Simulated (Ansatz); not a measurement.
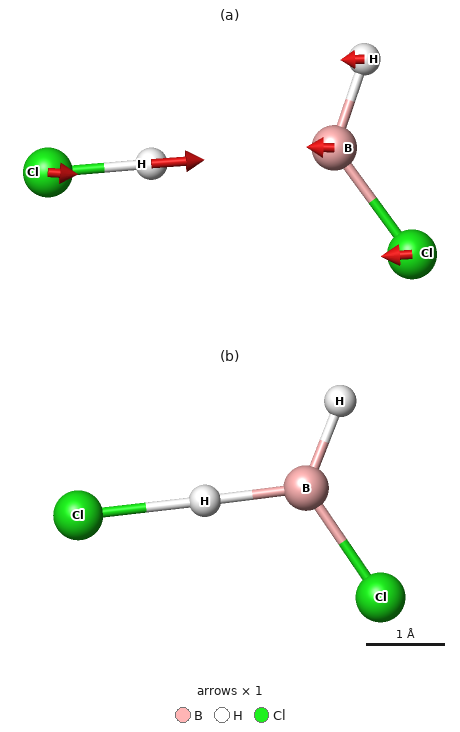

The structure of BH$_{2}$Cl$_{2}$ (multiplicity 2) before (top) and after (bottom) a relaxation, at one scale. The red arrows give the displacements, at their true length.

The picture is a ball-and-stick view, seen face on.

The run prepares an end point of a later path (reaction) calculation, from a guessed geometry.

These are results of UKS PBE-D4/def2-SVP (Ansatz 0.2.0), not measurements. (collinear spin; force threshold 0.03 eV/Å; at most 50 steps)

Question: What changed between the two?

Answer: After 10 geometry steps the energy has fallen by 0.333 eV. The largest force component goes from 0.75 to 0.016 eV/Å. The atom that moves furthest after the best rigid fit is an H atom (0.70 Å). Largest moves by element: H 0.70 Å, Cl 0.41 Å, B 0.36 Å. Some distances before and after: B–H 2.381 → 1.324 Å, Cl–H 1.346 → 1.654 Å, B–Cl 1.711 → 1.716 Å. New bonds form, among them: B–H (2.38 → 1.32 Å).

Limits of the set-up: the start holds two separate molecules, 2.4 Å apart at their closest, whose relative position is a soft coordinate.
